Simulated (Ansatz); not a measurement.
C$_{2}$BN (SMILES B#CC#N) (triplet)

Input file:

```
crystal:
  periodic: [false, false, false]
  atoms:
    - {symbol: C, position_ang: [0.000000, 0.000000, -0.713935]}
    - {symbol: C, position_ang: [0.000000, 0.000000, 0.621637]}
    - {symbol: B, position_ang: [0.000000, 0.000000, 1.979269]}
    - {symbol: N, position_ang: [0.000000, 0.000000, -1.886971]}
basis:
  gaussian: {orbitals: def2-TZVPD}
magnetization: {spin_polarized: true, initial_magnetization: 2}
hamiltonian: {xc: pbe0}
output: {forces: true, orbitals: {seedname: orbitals}}
```

Launched as:

```sh
ansatz run input.yaml --threads 2 --pin off --max-ram 4350MiB --events-out events.jsonl --progress --plain --runs-dir runs
```

Geometry: B3LYP-D4/def2-TZVP.

Theory: Ansatz, isolated molecule in a Gaussian basis; Kohn-Sham density functional theory, functional PBE0.

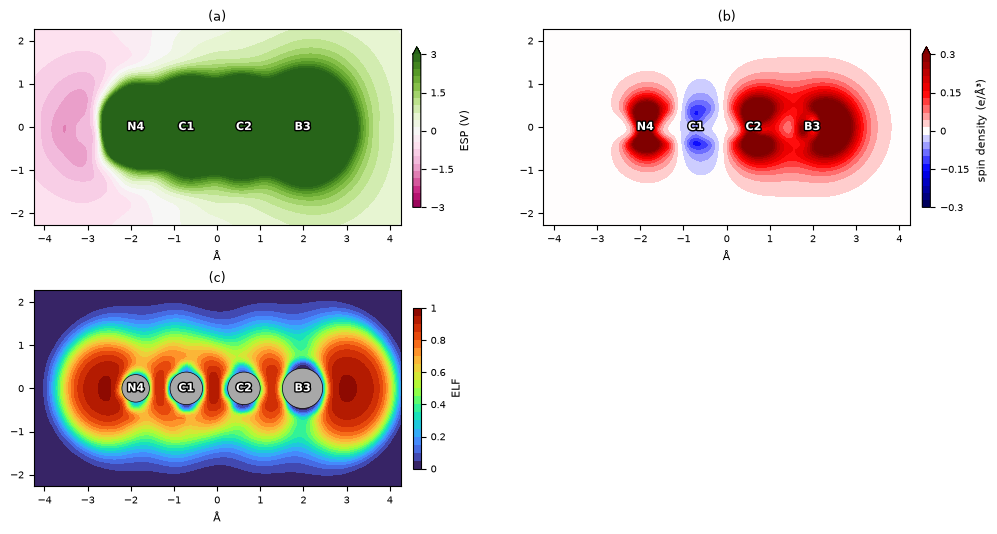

Figure 1. (a) molecular electrostatic potential; (b) spin density; (c) ELF on a plane that holds the molecular axis. Grey discs cover the atomic cores in the ELF map.

Question: Read the bonding off the picture.

Answer: The plane passes through C, B and N nuclei.
C–N (1.17 Å): the ELF peaks at about 0.85 between the atoms: a short, multiple covalent bond.
C–C (1.34 Å): the ELF peaks at about 0.90 between the atoms (a multiple bond).
C–B (1.36 Å): the ELF peaks at about 0.90 between the atoms (a covalent bond).
The ELF also peaks beside N4 and B3, away from the bonds: non-bonding electrons, paired or unpaired.
The unpaired spin (2 electrons) lies mostly on B3 (about 1.3), C2 (about 0.5) and N4 (about 0.3), in electrons by Hirshfeld's partition.
Outside the dense part of the molecule the potential is most negative (−1.6 V) near N4.

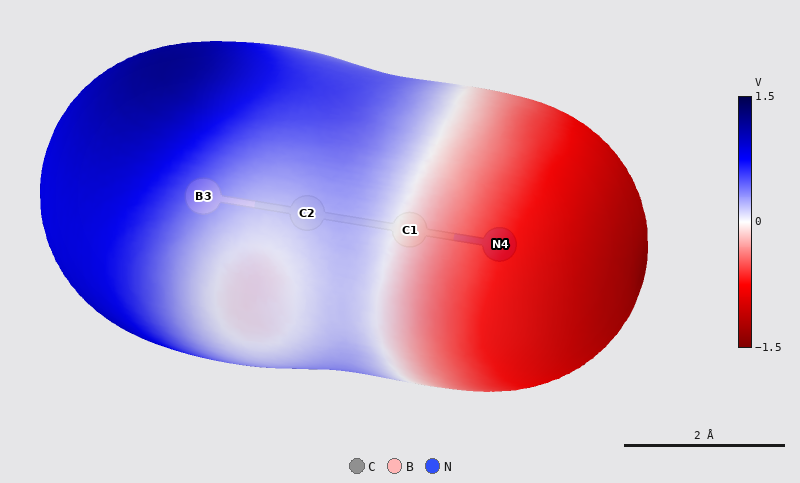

Figure 2. The electrostatic potential painted on the density surface at 0.001 e/bohr³, seen at a tilt; the colour scale runs from red (negative) to blue (positive).

Question: Which sites attract a positive test charge, and which a negative one?

Answer: A positive charge is drawn to the negative regions and a negative charge to the positive ones. The most negative region (about −1.4 V, or −32 kcal/mol for a unit charge) lies over N4, the most positive (about +1.2 V, or +28 kcal/mol for a unit charge) over B3. N4 is the likeliest acceptor of a hydrogen bond.

Question: What dipole moment does the calculation give?

Answer: Its dipole moment is 3.29 D.
